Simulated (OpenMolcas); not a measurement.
Excited-state calculation of SiH₂BrF (charge +1) (part 2 of 2)

SiH₂BrF, charge +1, multiplicity 2; CASPT2/6-31G (OpenMolcas 26.06). The geometry is that of the parent species in another charge or spin state. The geometry comes from this level: GFN2-xTB.

Geometry of the input (Å):
```
F  -0.3095  -0.2281  1.5266
Si 0.1486  -0.1124  0.0006
Br -1.2813  1.2540  -0.9476
H  -0.0090  -1.4237  -0.5824
H  1.4512  0.5102  0.0027
```

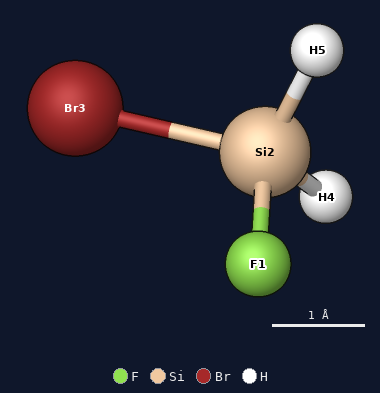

The input geometry (ball-and-stick view, seen at a tilt; atoms are numbered from 1 in the order of the input).

### The program's output, continued
```
      ************************************************************************************************************************
                                                      Wave function printout:
                       occupation of active orbitals, and spin coupling of open shells (u,d: Spin up or down)
      ************************************************************************************************************************

      Note: transformation to natural orbitals
      has been made, which may change the order of the CSFs.

      printout of CI-coefficients larger than  0.05 for root  1
      energy=   -2961.195707
      conf/sym  111111     Coeff  Weight
             1  22u000   0.99250 0.98506
            75  02u002   0.09955 0.00991

      printout of CI-coefficients larger than  0.05 for root  2
      energy=   -2961.188017
      conf/sym  111111     Coeff  Weight
             2  2u2000   0.99343 0.98690
           102  0u2002   0.09935 0.00987

      Natural orbitals and occupation numbers for root  1
      sym 1:   1.975974   1.996754   1.000461   0.003236   0.002019   0.021555

      Natural orbitals and occupation numbers for root  2
      sym 1:   1.976350   1.000120   1.999709   0.000191   0.002065   0.021566

      ************************************************************************************************************************
      *                                                    Final results                                                     *
      ************************************************************************************************************************

++    Final optimization conditions:
      ------------------------------

      Average CI energy                           -2961.19186172
      RASSCF energy for state  2                  -2961.18801671
      Super-CI energy                                -0.00000000
      RASSCF energy change                            0.00000000
      Max change in MO coefficients               1.230E-03
      Max non-diagonal density matrix element     6.906E-04
      Maximum BLB matrix element                  1.410E-05
      (orbital pair  27,  34 in symmetry   1)
      Norm of electronic gradient            3.139E-02
--

      Final state energy(ies):
      ------------------------

::    RASSCF root number  1 Total energy:  -2961.19570674
::    RASSCF root number  2 Total energy:  -2961.18801671
      Von Neumann Entropy (Root   1) =  0.61495

      Mulliken population analysis for root number:  1
      -----------------------------------------------

++    Molecular charges:
      ------------------

      Mulliken charges per centre
      ---------------------------

                F1      SI2     BR3     H4      H5
      Total    9.5439 12.8292 34.5251  1.0546  1.0471

      N-E     -0.5439  1.1708  0.4749 -0.0546 -0.0471

      Total electronic charge=   59.000000

      Total            charge=    1.000000
--

      Expectation values of various properties for root number:  1
      -----------------------------------------------------------

++    Molecular properties:
      ---------------------

      Charge (e):
                      =    1.0000
      Dipole Moment (debye):
      Origin of the operator (angstrom)=   -0.7927    0.7081   -0.3623
                   X=  1.9822E+00               Y= -5.0524E-01               Z= -3.1996E+00           Total=  3.7976E+00
      Center of Charge (angstrom)
                     X=   -0.37998402               Y=    0.60286222               Z=   -1.02844912
      Quadrupole Moment (debye*angstrom):
      Origin of the operator (angstrom)=   -0.7927    0.7081   -0.3623
                  XX= -2.8093E+01              XY= -2.3114E+00              XZ=  1.2939E+00              YY= -2.9573E+01
                  YZ=  1.4599E+00              ZZ= -3.8993E+01
      In traceless form (debye*angstrom)
                  XX=  6.1904E+00              XY= -3.4671E+00              XZ=  1.9408E+00              YY=  3.9696E+00
                  YZ=  2.1899E+00              ZZ= -1.0160E+01
--

      Mulliken spin population analysis for root number:  1
      ---------------------------------------------------

++    Molecular charges:
      ------------------

      Mulliken spin population per centre
      ---------------------------

                F1      SI2     BR3     H4      H5
      Total   -0.0003 -0.0077  0.9603  0.0152  0.0326

      Total electronic spin=    1.000000
--

      Von Neumann Entropy (Root   2) =  0.59913

      Mulliken population analysis for root number:  2
      -----------------------------------------------

++    Molecular charges:
      ------------------

      Mulliken charges per centre
      ---------------------------

                F1      SI2     BR3     H4      H5
      Total    9.5377 12.8260 34.5073  1.0674  1.0616

      N-E     -0.5377  1.1740  0.4927 -0.0674 -0.0616

      Total electronic charge=   59.000000

      Total            charge=    1.000000
--

      Expectation values of various properties for root number:  2
      -----------------------------------------------------------

++    Molecular properties:
      ---------------------

      Charge (e):
                      =    1.0000
      Dipole Moment (debye):
      Origin of the operator (angstrom)=   -0.7927    0.7081   -0.3623
                   X=  1.7772E+00               Y= -3.6859E-01               Z= -3.1625E+00           Total=  3.6463E+00
      Center of Charge (angstrom)
                     X=   -0.42266292               Y=    0.63131291               Z=   -1.02071524
      Quadrupole Moment (debye*angstrom):
      Origin of the operator (angstrom)=   -0.7927    0.7081   -0.3623
                  XX= -2.8714E+01              XY= -3.4885E+00              XZ= -1.7661E-01              YY= -3.1129E+01
                  YZ=  1.2836E+00              ZZ= -3.6857E+01
      In traceless form (debye*angstrom)
                  XX=  5.2791E+00              XY= -5.2328E+00              XZ= -2.6492E-01              YY=  1.6564E+00
                  YZ=  1.9254E+00              ZZ= -6.9355E+00
--

      Mulliken spin population analysis for root number:  2
      ---------------------------------------------------

++    Molecular charges:
      ------------------

      Mulliken spin population per centre
      ---------------------------

                F1      SI2     BR3     H4      H5
      Total    0.0057  0.0104  0.9810  0.0022  0.0007

      Total electronic spin=    1.000000
--

      Average orbitals are written to the RASORB file
      Natural orbitals for root   1 are written to the RASORB.1 file
      Natural orbitals for root   2 are written to the RASORB.2 file
      Spin density orbitals for root   1 are written to the SPDORB.1 file
      Spin density orbitals for root   2 are written to the SPDORB.2 file

--- Stop Module: rasscf /rc=_RC_ALL_IS_WELL_ ---
--- Module rasscf spent 8 seconds ---

--- Start Module: caspt2 ---

                                              &CASPT2

                       available to each process: 1.9 GB of memory, 1 thread

++    Wave function specifications:
      -----------------------------

      Number of closed shell electrons          18
      Number of electrons in active shells       5
      Max number of holes in RAS1 space          0
      Max number of electrons in RAS3 space      0
      Number of inactive orbitals                9
      Number of active orbitals                  6
      Number of secondary orbitals              22
      Spin quantum number                      0.5
      State symmetry                             1
      Number of CSFs                           210
      Number of CASSCF root(s) available         2
      CASPT2 state passed to geometry opt.       2
      A file JOBMIX will be created
      This is a MULTI-STATE CASSCF reference
      Number of CI roots used                    2
      These are:                                 1   2
      Off-diagonal elements of Heff are computed
--

++    Orbital specifications:
      -----------------------

      Symmetry species                           1
                                                 a
      Frozen orbitals                           18
      Inactive orbitals                          9
      Active orbitals                            6
      Secondary orbitals                        22
      Deleted orbitals                           0
      Number of basis functions                 55
--

++    CASPT2 specifications:
      ----------------------

      Type of calculation                        RMS-CASPT2
      Fock operator                              state-specific
      IPEA shift                                 0.25
      Real shift                                 0.00
      Imaginary shift                            0.30
      The input orbitals will be transformed to quasi-canonical
      The input states will be rotated to diagonalize the Fock operator
--

--------------------------------------------------------------------------------
 Estimated memory requirements:
  POLY3 :                   264794
  RHS:                      285678
  SIGMA :                   307024
  PRPCTL:                        0
 Available workspace:    232485371

  H0 in the original model space basis:
                1               2
   1      -32.47448525      0.00022916
   2        0.00022916    -32.46818765

  H0 eigenvectors:
                1               2
   1        0.99934035      0.03631624
   2       -0.03631624      0.99934035

++ CASPT2 computation for group   1

********************************************************************************
 Multi-State initialization phase begins for group   1
--------------------------------------------------------------------------------
********************************************************************************
 Compute H0 matrices for state    1
--------------------------------------------------------------------------------
--------------------------------------------------------------------------------
 H0 matrices have been computed.

********************************************************************************
  CASPT2 EQUATION SOLUTION
--------------------------------------------------------------------------------

  Total nr of CASPT2 parameters:
   Before reduction:       87744
   After  reduction:       87132

 Variance of |WF0>:       1.1141001774

 The contributions to the second order correlation energy in atomic units.
-----------------------------------------------------------------------------------------------------------------------------
  IT.      VJTU        VJTI        ATVX        AIVX        VJAI        BVAT        BJAT        BJAI        TOTAL       RNORM
-----------------------------------------------------------------------------------------------------------------------------
   1    -0.000656   -0.000845   -0.001941   -0.011554   -0.012262   -0.002484   -0.010997   -0.171653   -0.212392    0.006083
   2    -0.000669   -0.000866   -0.001954   -0.011625   -0.012312   -0.002510   -0.011024   -0.171735   -0.212695    0.001356
   3    -0.000669   -0.000867   -0.001953   -0.011621   -0.012297   -0.002509   -0.011015   -0.171706   -0.212637    0.000315
   4    -0.000669   -0.000867   -0.001952   -0.011618   -0.012295   -0.002508   -0.011014   -0.171700   -0.212624    0.000074
   5    -0.000669   -0.000867   -0.001952   -0.011618   -0.012296   -0.002509   -0.011014   -0.171702   -0.212627    0.000015
   6    -0.000669   -0.000867   -0.001952   -0.011618   -0.012296   -0.002509   -0.011014   -0.171702   -0.212627    0.000003
-----------------------------------------------------------------------------------------------------------------------------

  FINAL CASPT2 RESULT:

      Reference energy:       -2961.1957067428
      E2 (Non-variational):      -0.2126271316
      Shift correction:          -0.0020008956
      E2 (Variational):          -0.2146280273
      Total energy:           -2961.4103347701
      Residual norm:              0.0000006103
      Reference weight:           0.94350

      Contributions to the CASPT2 correlation energy
      Active & Virtual Only:         -0.0044609527
      One Inactive Excited:          -0.0233012290
      Two Inactive Excited:          -0.1848649499

++ Denominators, etc.
--------------------------------------------------------------------------------------------------------------
 Report on small energy denominators, large coefficients, and large energy contributions.
CASE  SYMM ACTIVE-MIX  NON-ACTIVE INDICES          DENOMINATOR     RHS VALUE       COEFFICIENT     CONTRIBUTION
VJTU     1  Mu1.0001  In1.026                       0.28174219     -0.00019344      0.00009814     -0.00000002
VJTU     1  Mu1.0001  In1.027                       0.20901259     -0.00009213      0.00058649     -0.00000005
BJAIM    1  Se1.050 In1.019 Se1.050 In1.020        15.15168030     -0.30367801      0.02003467     -0.00608409
BJAIM    1  Se1.045 In1.024 Se1.045 In1.025         4.51300922      0.13544376     -0.02996653     -0.00405878
--

   (Skipping property calculation,
    use PROP keyword to activate)
--

++ CASPT2 computation for group   2

********************************************************************************
 Multi-State initialization phase begins for group   2
--------------------------------------------------------------------------------
********************************************************************************
 Compute H0 matrices for state    2
--------------------------------------------------------------------------------
--------------------------------------------------------------------------------
 H0 matrices have been computed.

********************************************************************************
  CASPT2 EQUATION SOLUTION
--------------------------------------------------------------------------------

  Total nr of CASPT2 parameters:
   Before reduction:       87744
   After  reduction:       86973

 Variance of |WF0>:       1.1160165063

 The contributions to the second order correlation energy in atomic units.
-----------------------------------------------------------------------------------------------------------------------------
  IT.      VJTU        VJTI        ATVX        AIVX        VJAI        BVAT        BJAT        BJAI        TOTAL       RNORM
-----------------------------------------------------------------------------------------------------------------------------
   1    -0.000430   -0.001489   -0.001700   -0.008448   -0.012172   -0.003841   -0.013117   -0.171576   -0.212773    0.006051
   2    -0.000439   -0.001512   -0.001713   -0.008499   -0.012218   -0.003868   -0.013145   -0.171654   -0.213047    0.001371
   3    -0.000439   -0.001512   -0.001713   -0.008497   -0.012203   -0.003866   -0.013135   -0.171624   -0.212989    0.000327
   4    -0.000439   -0.001512   -0.001712   -0.008495   -0.012201   -0.003866   -0.013134   -0.171619   -0.212976    0.000078
   5    -0.000439   -0.001512   -0.001712   -0.008495   -0.012201   -0.003866   -0.013134   -0.171620   -0.212980    0.000015
   6    -0.000439   -0.001512   -0.001712   -0.008495   -0.012201   -0.003866   -0.013134   -0.171621   -0.212980    0.000003
-----------------------------------------------------------------------------------------------------------------------------

  FINAL CASPT2 RESULT:

      Reference energy:       -2961.1880167062
      E2 (Non-variational):      -0.2129801024
      Shift correction:          -0.0019589176
      E2 (Variational):          -0.2149390200
      Total energy:           -2961.4029557262
      Residual norm:              0.0000006497
      Reference weight:           0.94370

      Contributions to the CASPT2 correlation energy
      Active & Virtual Only:         -0.0055780626
      One Inactive Excited:          -0.0220683664
      Two Inactive Excited:          -0.1853336733

++ Denominators, etc.
--------------------------------------------------------------------------------------------------------------
 Report on small energy denominators, large coefficients, and large energy contributions.
CASE  SYMM ACTIVE-MIX  NON-ACTIVE INDICES          DENOMINATOR     RHS VALUE       COEFFICIENT     CONTRIBUTION
VJTU     1  Mu1.0001  In1.026                       0.28092709      0.00049235     -0.00099384     -0.00000049
VJTU     1  Mu1.0001  In1.027                       0.20438208     -0.00011494      0.00017320     -0.00000002
BJAIM    1  Se1.045 In1.024 Se1.045 In1.025         4.51168227      0.14516179     -0.03212266     -0.00466298
--

   (Skipping property calculation,
    use PROP keyword to activate)
--

  Total CASPT2 energies:

  State-specific CASPT2 energies obtained using
  rotated states do not have a well-defined physical
  meaning, however they can be extracted from the
  diagonal of the effective Hamiltonian.

++ Multi-State CASPT2 section:
********************************************************************************
  MULTI-STATE CASPT2 SECTION
--------------------------------------------------------------------------------

  Output diagonal energies have been shifted. Add    2961.0000000000000

  Effective Hamiltonian matrix (Symmetric):

                1               2
   1     -5922.41032463
   2        -0.00019523  -5922.40296587

       Total RMS-CASPT2 energies:
::    RMS-CASPT2 Root  1     Total energy:  -2961.41032980
::    RMS-CASPT2 Root  2     Total energy:  -2961.40296069

       Eigenvectors:
            0.99964874     -0.02650294
            0.02650294      0.99964874

       In terms of the input states:
            0.99995180      0.00981803
           -0.00981803      0.99995180

--

  THE ORIGINAL CI ARRAYS ARE NOW MIXED AS LINEAR
  COMBINATIONS, GIVEN BY THE EIGENVECTORS.
  A NEW JOBIPH FILE NAMED 'JOBMIX' IS PREPARED.
********************************************************************************

++ Mixed CI coefficients:
  The CI coefficients for the MIXED state nr.   1
--------------------------------------------------------------------------------
 CI COEFFICIENTS LARGER THAN  5.00E-02
  Occupation of active orbitals, and spin coupling
  of open shells. (u,d: Spin up or down).
  SGUGA info is (Midvert:IsyUp:UpperWalk/LowerWalk)
        Conf  SGUGA info        Occupation    Coefficient         Weight
           1  ( 1:1:   1/   1)   22u000          0.992714       0.985481
          75  ( 4:1:   9/   5)   02u002          0.099571       0.009914

  The CI coefficients for the MIXED state nr.   2
--------------------------------------------------------------------------------
 CI COEFFICIENTS LARGER THAN  5.00E-02
  Occupation of active orbitals, and spin coupling
  of open shells. (u,d: Spin up or down).
  SGUGA info is (Midvert:IsyUp:UpperWalk/LowerWalk)
        Conf  SGUGA info        Occupation    Coefficient         Weight
           2  ( 1:1:   1/   2)   2u2000          0.993641       0.987323
         102  ( 4:1:   9/   8)   0u2002          0.099371       0.009875

--

--- Stop Module: caspt2 /rc=_RC_ALL_IS_WELL_ ---

.##################.
.# Happy landing! #.
.##################.

    Timing: Wall=11.24 User=9.75 System=1.47
```

### Results in brief

```json
{"quantity": "outcome", "value": "converged"}
{"quantity": "total energy", "value": "−2961.410330 hartree"}
{"quantity": "CASSCF energy", "value": "−2961.195707 hartree"}
{"quantity": "basis functions", "value": "55"}
{"quantity": "wall time", "value": "12 s"}
{"quantity": "peak memory", "value": "0.39 GiB"}
```
